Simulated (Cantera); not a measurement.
Charge: 1 mol Si3N4, a varied amount of HF, at 1225 K and 1400 Pa.

Method: chemical equilibrium by Gibbs-energy minimisation in Cantera with the NASA 1993 tables (ideal gas, pure condensed phases). Candidate condensed phases: Si, Si3N4; 37 gas species. The tables' values for SiF3, SiF2 are old estimates; treat these amounts as uncertain. The numbers say what is thermodynamically allowed, not how fast it happens.

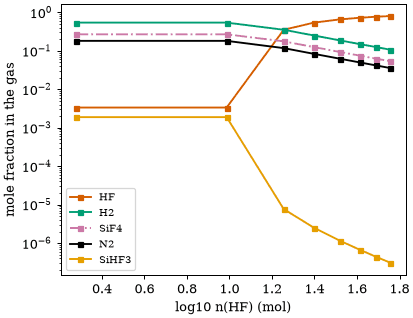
Figure. Equilibrium gas composition (values under 1e-9 drawn at 1e-9)

From 1.9 mol HF to 9.7 mol HF the condensed part is Si3N4(s). From 18 mol HF to 57 mol HF nothing is condensed. The main Si-bearing gas is SiF4 throughout.
